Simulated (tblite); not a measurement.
**C4H11BO2Si2: geometry relaxation (part 1 of 3)**

The run: geometry relaxation of C4H11BO2Si2, SMILES OB(O)C1=C(C[SiH3])C[SiH2]1. Method and program: GFN2-xTB geometry optimisation, gas phase (tblite 0.8.0).

It belongs to a series of runs on one base structure; here: H on C replaced by B(OH)2.

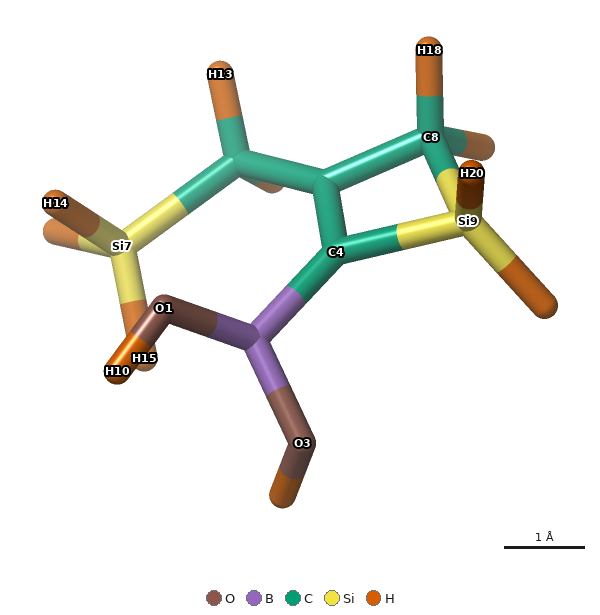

Fig. 1: The starting structure (stick view, seen at a tilt; atoms are numbered from 1 in the order of the input). Bond lengths as drawn: B–C 1.60 Å, B–O 1.47 to 1.48 Å, C–C 1.31 to 1.49 Å, C–H 1.12 to 1.13 Å, C–Si 1.82 to 1.83 Å, H–O 1.00 to 1.01 Å and H–Si 1.44 to 1.49 Å.

### Input file
```
{"job": {"kind": "relax", "xc": "GFN2-xTB", "basis": "xTB"}, "charge": 0, "multiplicity": 1}
O      1.106100    -2.203100     0.673900
B      1.149600    -1.124800    -0.318500
O      2.231800    -1.184300    -1.319100
C      0.741600     0.364700     0.105800
C     -0.453700     0.859100     0.286300
C     -1.826900     0.299600     0.147600
Si    -1.857100    -1.462600    -0.345000
C      0.062000     2.191200     0.642100
Si     1.825200     1.776900     0.495100
H      1.212200    -3.045000     0.148700
H      1.838200    -1.445000    -2.216600
H     -2.308500     0.877900    -0.683800
H     -2.412300     0.528100     1.081500
H     -1.641500    -2.303200     0.856100
H     -1.015400    -1.804200    -1.464300
H     -3.263500    -1.756200    -0.737500
H     -0.301100     2.973600    -0.090800
H     -0.244600     2.527400     1.679200
H      2.544200     2.279000    -0.670700
H      2.608600     1.661600     1.727100
```

The first line tells a small driver script what to run in tblite; the rest is the geometry in Å.

Command:
```bash
OMP_NUM_THREADS=1 python <driver script> task.json out
```

### Log
```
step      E/eV     max force
  0    -733.29863    6.775
  1    -734.39370    2.797
  2    -734.65574    1.088
  3    -734.76493    0.859
  4    -734.82573    0.712
  5    -734.88251    0.718
  6    -734.92437    0.706
  7    -734.95629    0.538
  8    -734.97878    0.390
  9    -734.99944    0.407
 10    -735.01736    0.359
 11    -735.03335    0.340
 12    -735.05361    0.439
 13    -735.08430    0.657
 14    -735.12381    0.901
 15    -735.17059    0.599
 16    -735.16861    2.102
 17    -735.25930    0.780
 18    -735.29288    0.485
 19    -735.34155    1.203
 20    -735.36399    0.717
 21    -735.38653    0.391
 22    -735.40053    0.255
 23    -735.41187    0.254
 24    -735.41979    0.287
 25    -735.42377    0.306
 26    -735.42634    0.257
 27    -735.42764    0.141
 28    -735.42921    0.077
 29    -735.43019    0.083
 30    -735.43137    0.106
 31    -735.43231    0.102
 32    -735.43359    0.091
 33    -735.43498    0.088
 34    -735.43621    0.074
 35    -735.43706    0.065
 36    -735.43774    0.050
 37    -735.43832    0.048
 38    -735.43874    0.037
 39    -735.43898    0.038
 40    -735.43917    0.033
 41    -735.43937    0.039
 42    -735.43959    0.042
 43    -735.43978    0.035
 44    -735.43998    0.031
 45    -735.44022    0.040
 46    -735.44054    0.043
 47    -735.44088    0.042
 48    -735.44117    0.036
 49    -735.44144    0.039
 50    -735.44173    0.048
 51    -735.44205    0.042
 52    -735.44234    0.040
 53    -735.44257    0.031
 54    -735.44277    0.046
 55    -735.44302    0.057
 56    -735.44330    0.046
 57    -735.44355    0.033
 58    -735.44370    0.023
 59    -735.44380    0.026
 60    -735.44390    0.027
 61    -735.44403    0.029
 62    -735.44418    0.032
 63    -735.44433    0.030
 64    -735.44445    0.022
 65    -735.44453    0.023
 66    -735.44462    0.029
 67    -735.44473    0.033
 68    -735.44490    0.038
 69    -735.44515    0.045
 70    -735.44549    0.051
 71    -735.44587    0.058
 72    -735.44622    0.043
 73    -735.44649    0.036
 74    -735.44672    0.033
 75    -735.44696    0.039
 76    -735.44726    0.047
 77    -735.44757    0.038
 78    -735.44784    0.036
 79    -735.44809    0.043
 80    -735.44835    0.046
 81    -735.44851    0.096
 82    -735.44886    0.073
 83    -735.44915    0.038
 84    -735.44944    0.040
 85    -735.44974    0.031
 86    -735.45019    0.058
 87    -735.45052    0.069
 88    -735.45098    0.060
 89    -735.45157    0.048
 90    -735.45233    0.102
 91    -735.45332    0.071
 92    -735.45391    0.127
 93    -735.45489    0.154
 94    -735.45604    0.077
 95    -735.45781    0.107
 96    -735.45996    0.128
 97    -735.46081    0.140
 98    -735.46255    0.076
 99    -735.46323    0.048
100    -735.46406    0.048
101    -735.46451    0.062
102    -735.46513    0.051
103    -735.46582    0.097
104    -735.46670    0.066
105    -735.46754    0.054
106    -735.46810    0.058
107    -735.46856    0.059
108    -735.46918    0.065
109    -735.46996    0.053
110    -735.47079    0.071
111    -735.47144    0.071
112    -735.47232    0.069
113    -735.47331    0.067
114    -735.47399    0.094
115    -735.47470    0.065
116    -735.47521    0.073
117    -735.47583    0.069
118    -735.47651    0.064
119    -735.47714    0.076
120    -735.47760    0.086
121    -735.47804    0.059
122    -735.47851    0.060
123    -735.47917    0.053
124    -735.47959    0.060
125    -735.48000    0.052
126    -735.48036    0.049
127    -735.48073    0.036
128    -735.48109    0.061
129    -735.48145    0.063
130    -735.48182    0.068
131    -735.48228    0.055
132    -735.48288    0.055
133    -735.48324    0.040
134    -735.48357    0.048
135    -735.48378    0.028
136    -735.48397    0.035
137    -735.48419    0.032
138    -735.48439    0.035
139    -735.48462    0.044
140    -735.48484    0.035
141    -735.48527    0.048
142    -735.48554    0.041
143    -735.48579    0.040
144    -735.48600    0.046
145    -735.48622    0.043
146    -735.48651    0.045
147    -735.48682    0.057
148    -735.48719    0.054
149    -735.48762    0.079
150    -735.48814    0.076
151    -735.48868    0.102
152    -735.48937    0.077
153    -735.48989    0.053
154    -735.49043    0.045
155    -735.49109    0.060
156    -735.49172    0.060
157    -735.49015    0.224
158    -735.49225    0.093
159    -735.49243    0.041
160    -735.49272    0.049
161    -735.49308    0.085
162    -735.49343    0.075
163    -735.49403    0.049
164    -735.49440    0.046
165    -735.49478    0.046
166    -735.49513    0.053
167    -735.49582    0.079
168    -735.49630    0.067
169    -735.49724    0.071
170    -735.49811    0.059
171    -735.49905    0.064
172    -735.49999    0.074
173    -735.50136    0.100
174    -735.50258    0.113
175    -735.50147    0.258
176    -735.50418    0.174
177    -735.50495    0.109
178    -735.50695    0.116
179    -735.50914    0.182
180    -735.51165    0.076
181    -735.51340    0.077
182    -735.51598    0.107
183    -735.51740    0.083
184    -735.51855    0.080
185    -735.51956    0.086
186    -735.52015    0.076
187    -735.52066    0.135
188    -735.52152    0.067
189    -735.52222    0.068
190    -735.52330    0.106
191    -735.52480    0.117
192    -735.52614    0.103
193    -735.52735    0.105
194    -735.52853    0.141
195    -735.52954    0.107
196    -735.53064    0.141
197    -735.53167    0.118
198    -735.53289    0.125
199    -735.53492    0.127
200    -735.53752    0.150
201    -735.54102    0.167
202    -735.54521    0.186
203    -735.54924    0.136
204    -735.55224    0.169
205    -735.55494    0.162
206    -735.55997    0.139
207    -735.56738    0.274
208    -735.57357    0.206
209    -735.57902    0.250
210    -735.58452    0.142
211    -735.58847    0.132
212    -735.59165    0.112
213    -735.59411    0.133
214    -735.59682    0.130
215    -735.59930    0.105
216    -735.60214    0.160
217    -735.60306    0.249
218    -735.60560    0.100
219    -735.60705    0.099
220    -735.60895    0.111
221    -735.61052    0.118
222    -735.61187    0.104
223    -735.61314    0.065
224    -735.61396    0.057
225    -735.61470    0.068
226    -735.61522    0.070
227    -735.61585    0.059
228    -735.61632    0.041
229    -735.61690    0.053
230    -735.61750    0.058
231    -735.61803    0.054
232    -735.61844    0.047
233    -735.61882    0.040
234    -735.61929    0.051
235    -735.61979    0.062
236    -735.62014    0.046
237    -735.62035    0.037
238    -735.62056    0.040
239    -735.62083    0.037
240    -735.62119    0.054
241    -735.62156    0.057
242    -735.62193    0.048
243    -735.62235    0.050
244    -735.62284    0.052
245    -735.62333    0.043
246    -735.62376    0.039
247    -735.62408    0.040
248    -735.62435    0.037
249    -735.62459    0.040
250    -735.62482    0.038
251    -735.62504    0.037
252    -735.62525    0.029
253    -735.62540    0.022
254    -735.62549    0.021
255    -735.62555    0.018
256    -735.62559    0.014
257    -735.62562    0.012
258    -735.62563    0.008
```

### Trajectory as extended XYZ (Å, eV, eV/Å), 24 of the 259 frames kept, from step=0 to step=258
```
20
Properties=species:S:1:pos:R:3:forces:R:3 step=0 energy=-733.29863
O     1.1061   -2.2031    0.6739   -0.4400   0.4130  -3.3030
B     1.1496   -1.1248   -0.3185    2.3920  -0.1660   1.6140
O     2.2318   -1.1843   -1.3191   -2.7810  -1.0790  -1.1220
C     0.7416    0.3647    0.1058    1.3120  -6.4050  -1.7750
C    -0.4537    0.8591    0.2863   -0.5130   0.5580   0.4800
C    -1.8269    0.2996    0.1476   -0.0690   2.4160   0.1930
Si   -1.8571   -1.4626   -0.3450   -1.0290  -1.9290   0.6900
C     0.0620    2.1912    0.6421   -3.9960   4.7010   1.4130
Si    1.8252    1.7769    0.4951    2.6380  -0.1160  -0.0990
H     1.2122   -3.0450    0.1487    0.2380   1.1510   1.1800
H     1.8382   -1.4450   -2.2166    1.0770   0.6150   1.8610
H    -2.3085    0.8779   -0.6838    0.1000  -0.1300   0.6490
H    -2.4123    0.5281    1.0815    0.4570  -0.2120  -0.8320
H    -1.6415   -2.3032    0.8561    0.0710   0.1120  -0.3530
H    -1.0154   -1.8042   -1.4643    0.2890  -0.0650  -0.4110
H    -3.2635   -1.7562   -0.7375    0.2560   0.0700  -0.0750
H    -0.3011    2.9736   -0.0908    0.0770  -0.2970   0.8600
H    -0.2446    2.5274    1.6792   -0.0980   0.0450  -0.9350
H     2.5442    2.2790   -0.6707    0.0640   0.1840   0.0620
H     2.6086    1.6616    1.7271   -0.0450   0.1350  -0.0960
20
Properties=species:S:1:pos:R:3:forces:R:3 step=11 energy=-735.03335
O     0.9651   -2.2508    0.4844   -0.0180  -0.0470   0.2030
B     1.2673   -1.1960   -0.3029    0.1080   0.1800   0.1940
O     2.1815   -1.3996   -1.3320   -0.1520  -0.2660  -0.0680
C     0.7989    0.2281    0.1138   -0.0010   0.0870  -0.2040
C    -0.3797    0.8571    0.2924   -0.0670  -0.0330  -0.0020
C    -1.7764    0.3576    0.1212    0.0700  -0.0280   0.0280
Si   -1.9222   -1.5013   -0.3028    0.0720   0.1530  -0.0570
C    -0.0275    2.2917    0.6703   -0.0180  -0.0150   0.0050
Si    1.8164    1.7842    0.4907    0.1580  -0.2930  -0.0680
H     1.3777   -3.0828    0.2445    0.0320   0.0440  -0.0330
H     1.8409   -1.3873   -2.2197    0.0910   0.2810  -0.0330
H    -2.2690    0.9653   -0.6501    0.0590  -0.0650   0.0540
H    -2.3338    0.5556    1.0450    0.0600   0.0440  -0.0370
H    -1.6302   -2.3422    0.8494   -0.0610   0.0000   0.0280
H    -1.0595   -1.8103   -1.4502   -0.0400  -0.0170  -0.0370
H    -3.2906   -1.7565   -0.7603   -0.1300   0.0250   0.0200
H    -0.4072    3.0473   -0.0168   -0.0350  -0.0900  -0.1750
H    -0.3697    2.6056    1.6556   -0.0310  -0.1750   0.1130
H     2.5765    2.3313   -0.6387   -0.0640   0.0920   0.0850
H     2.6362    1.7138    1.7033   -0.0370   0.1230  -0.0170
20
Properties=species:S:1:pos:R:3:forces:R:3 step=22 energy=-735.40053
O     1.0591   -2.2117    0.6335    0.0660  -0.2110  -0.1280
B     1.2650   -1.2523   -0.3003    0.0950  -0.0190   0.0570
O     1.9326   -1.6613   -1.4239   -0.1210   0.0630  -0.1450
C     0.8534    0.1991    0.0396   -0.0400   0.1250  -0.0880
C    -0.3348    0.7966    0.2501   -0.1080   0.1740   0.0300
C    -1.7420    0.3403    0.1153   -0.0140  -0.0510  -0.0310
Si   -1.9594   -1.4958   -0.3221   -0.0580  -0.0820   0.0050
C    -0.0146    2.2188    0.6493   -0.0150   0.1640   0.0140
Si    1.8360    1.7578    0.4694    0.0670   0.1120   0.0390
H     1.3927   -3.0463    0.2973   -0.0320  -0.1160   0.2200
H     2.0063   -1.0388   -2.1447    0.0770   0.0640   0.0820
H    -2.2317    0.9636   -0.6433    0.0780  -0.0120  -0.0340
H    -2.2690    0.5850    1.0451    0.0650  -0.0750   0.0040
H    -1.6933   -2.3318    0.8460   -0.0040  -0.0090  -0.0540
H    -1.1217   -1.8210   -1.4845   -0.0700  -0.0290   0.0540
H    -3.3602   -1.6895   -0.7273   -0.0060   0.0090   0.0000
H    -0.4179    2.9603   -0.0384   -0.0260   0.0340  -0.0920
H    -0.3852    2.4852    1.6379    0.0290  -0.0450   0.0750
H     2.5617    2.4460   -0.6045   -0.0120  -0.0460  -0.0270
H     2.6178    1.8067    1.7025    0.0310  -0.0500   0.0200
20
Properties=species:S:1:pos:R:3:forces:R:3 step=34 energy=-735.43621
O     1.0672   -2.2258    0.6304   -0.0130   0.0250   0.0010
B     1.2667   -1.2565   -0.2951    0.0270   0.0390   0.0120
O     1.8950   -1.6216   -1.4568   -0.0010  -0.0220   0.0300
C     0.8616    0.2077    0.0520    0.0000   0.0070  -0.0030
C    -0.3276    0.8110    0.2445    0.0240  -0.0010  -0.0270
C    -1.7248    0.3261    0.1046    0.0120   0.0150  -0.0110
Si   -1.9735   -1.5085   -0.3295   -0.0040  -0.0250  -0.0010
C    -0.0139    2.2415    0.6361    0.0630  -0.0120   0.0270
Si    1.8451    1.7714    0.4716   -0.0660   0.0220  -0.0040
H     1.3876   -3.0890    0.3668    0.0120  -0.0130  -0.0420
H     2.0318   -0.9371   -2.1082   -0.0110   0.0350   0.0400
H    -2.2108    0.9462   -0.6571   -0.0260   0.0230  -0.0060
H    -2.2460    0.5561    1.0401   -0.0260  -0.0040  -0.0090
H    -1.7145   -2.3567    0.8261    0.0140  -0.0410   0.0430
H    -1.1650   -1.8785   -1.4923   -0.0110  -0.0090  -0.0170
H    -3.3842   -1.6711   -0.7088   -0.0340   0.0200  -0.0100
H    -0.4287    2.9881   -0.0447    0.0370  -0.0640   0.0090
H    -0.3698    2.4872    1.6371   -0.0020   0.0100  -0.0040
H     2.5636    2.4325   -0.6237    0.0110  -0.0140   0.0080
H     2.6350    1.7876    1.7039   -0.0060   0.0110  -0.0370
20
Properties=species:S:1:pos:R:3:forces:R:3 step=45 energy=-735.44022
O     1.0638   -2.2321    0.6294    0.0090  -0.0200  -0.0340
B     1.2703   -1.2531   -0.2836    0.0150   0.0010   0.0010
O     1.9082   -1.6012   -1.4450    0.0040   0.0170  -0.0210
C     0.8625    0.2066    0.0607    0.0180   0.0100   0.0200
C    -0.3269    0.8087    0.2482   -0.0060   0.0060  -0.0040
C    -1.7222    0.3207    0.0982   -0.0150   0.0110   0.0160
Si   -1.9820   -1.5173   -0.3259    0.0020   0.0060   0.0000
C    -0.0088    2.2393    0.6388   -0.0240  -0.0020  -0.0100
Si    1.8462    1.7726    0.4680    0.0250  -0.0010   0.0070
H     1.3890   -3.0883    0.3468   -0.0020  -0.0060   0.0010
H     2.0332   -0.8961   -2.0777    0.0150  -0.0210   0.0270
H    -2.2098    0.9417   -0.6630    0.0100  -0.0050  -0.0080
H    -2.2528    0.5466    1.0292   -0.0100   0.0180   0.0200
H    -1.7181   -2.3741    0.8249   -0.0080   0.0010   0.0110
H    -1.1933   -1.9027   -1.4962    0.0170  -0.0050  -0.0280
H    -3.3982   -1.6514   -0.6995   -0.0240  -0.0020   0.0120
H    -0.4163    2.9784   -0.0515   -0.0060   0.0020  -0.0090
H    -0.3704    2.4947    1.6351    0.0110   0.0010  -0.0040
H     2.5728    2.4210   -0.6319   -0.0250  -0.0180   0.0160
H     2.6476    1.7967    1.6919   -0.0090   0.0080  -0.0140
```
